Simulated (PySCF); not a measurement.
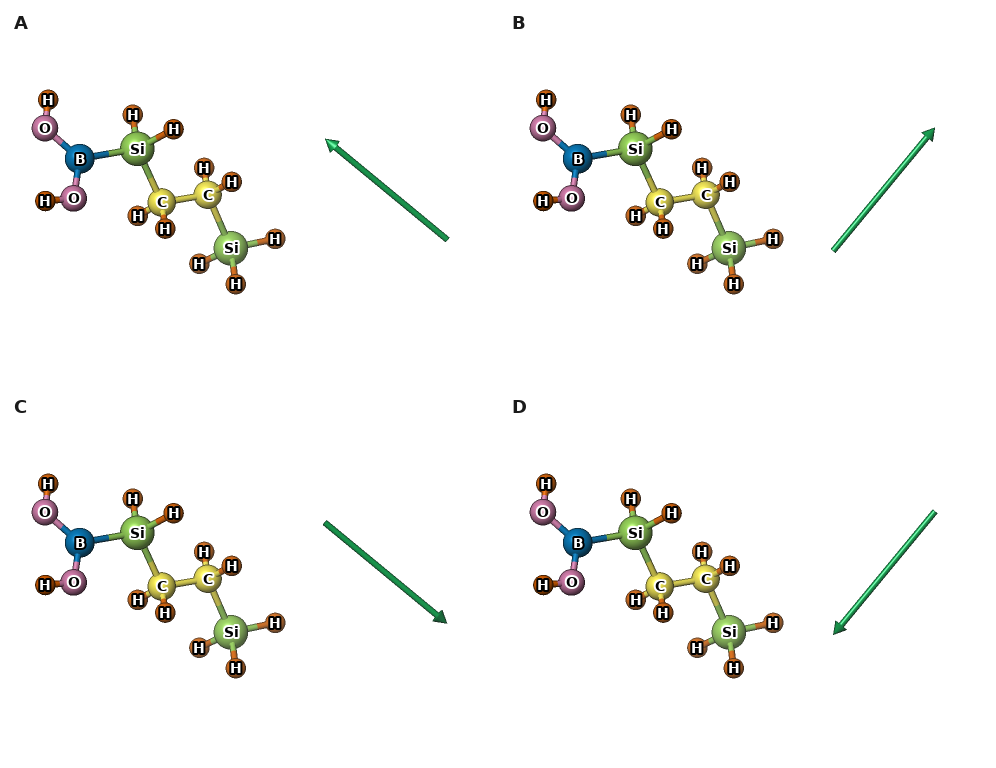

The same molecule four times, each with an arrow. The geometry was computed by an optimisation with GFN2-xTB. No frequency run is at hand to confirm it as a minimum. Level of theory: PBE0/def2-SVPD, gas phase (PySCF 2.14.0).

Which arrow points along the dipole moment, from the negative to the positive end?

Answer. A. The dipole moment is 1.73 D.

The geometry is semi-empirical. Around B, Si such bond lengths and angles can be off by a tenth of an ångström or more and by several degrees, and values that hang on the shape move with them.
